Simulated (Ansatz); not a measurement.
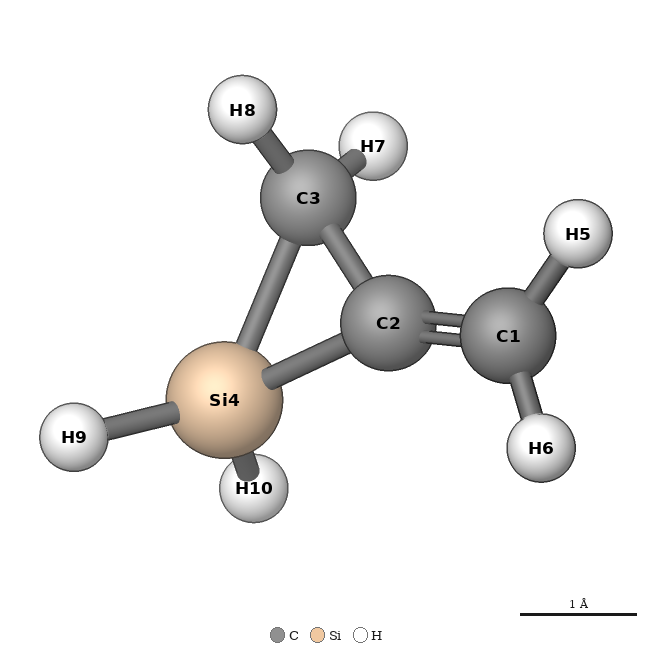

The computed structure is the end point of a PBE-D4/def2-SVP optimisation. No frequency run is at hand to confirm it as a minimum.

> What is the geometry at C1?

C1 has 3 neighbours (C2 at 1.34, H5 at 1.11, H6 at 1.10 Å); the arrangement is trigonal planar.

> Which bond is the longest?

C3–Si4, 1.899 Å.

> What is the dihedral angle C1–C2–Si4–C3?

180° in size, that is anti.
